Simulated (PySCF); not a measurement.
C6H7SSi, doublet, SMILES `[c]1ccc([SiH]2CC2)s1`.

Method: ωB97X/def2-SVP; geometry: GFN2-xTB; program: PySCF. No frequency check shows the geometry to be a minimum. A basis without diffuse functions makes polarisabilities too small. The stability of the open-shell solution wasn't checked. GFN2-xTB bond lengths at metals and heavier atoms can be off by up to 0.1 Å and shapes distorted, which carries into these values. GFN2-xTB doesn't know the spin state, so this open-shell geometry is rough.

Cartesian coordinates (Å):

```
C1      -2.7504    0.0379   -0.2663
C2      -2.3003    1.2999   -0.0919
C3      -0.9050    1.3142    0.1487
C4      -0.3414    0.0669    0.2033
Si5      1.4123   -0.4511    0.4604
C6       2.7551    0.8549    0.1468
C7       2.6950   -0.2268   -0.9202
S8      -1.5708   -1.1604   -0.0667
H9      -2.9089    2.1828   -0.1577
H10     -0.3373    2.2199    0.2789
H11      1.6654   -1.5075    1.4263
H12      3.6275    0.8539    0.7819
H13      2.4783    1.8521   -0.1593
H14      3.5423   -0.8948   -0.9687
H15      2.3756    0.0931   -1.9017
```

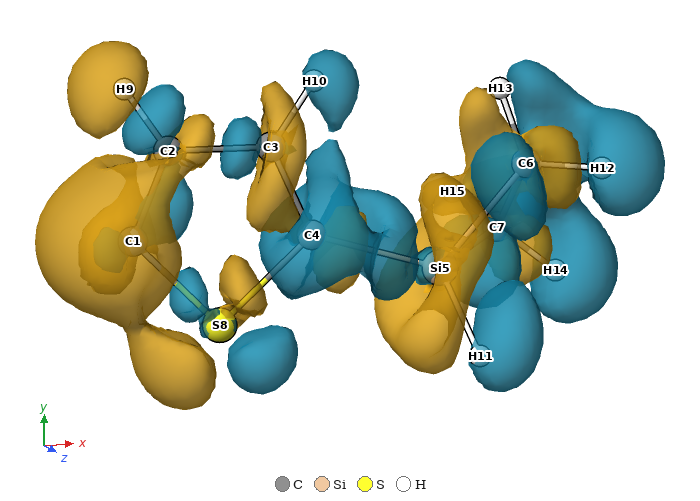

Change of the electron density in a uniform field of 0.10 V/Å, surfaces at ±0.001 e/Å³ (yellow: gain, teal: loss).

The field was applied in both directions; the picture shows the one opposite to the script's first.

Q: Along which Cartesian direction does the field point?

A: Along +x: electrons gather on the −x side, against the field.

Q: What dipole is induced, and what polarisability does it imply?

A: The induced dipole is 0.65 D (along the field); α along this axis, from the fields in both directions, is 127 bohr³ (18.9 Å³).
